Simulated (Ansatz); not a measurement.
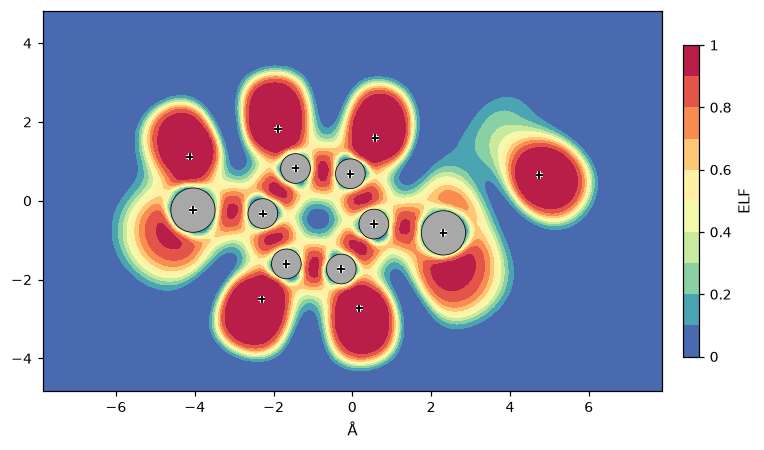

The ELF on a plane through atoms (crosses mark nuclei in the plane; grey discs cover the cores).

Computed with RKS PBE0-D4/def2-TZVP (Ansatz 0.2.0).

Candidates:
A. Cl₄Si
B. C₁₂H₁₀S₂
C. Cl₃HSi

Q: Which candidate gave the map?

A: Candidate B: C₁₂H₁₀S₂ on the plane of atoms C2, C3 and C4, which holds S, C and H. C–C (1.40 Å): the ELF peaks at about 0.95 between the atoms (localised, covalent bonding). C–S (1.77 Å): the ELF peaks at about 0.90 between the atoms; a shared electron pair.
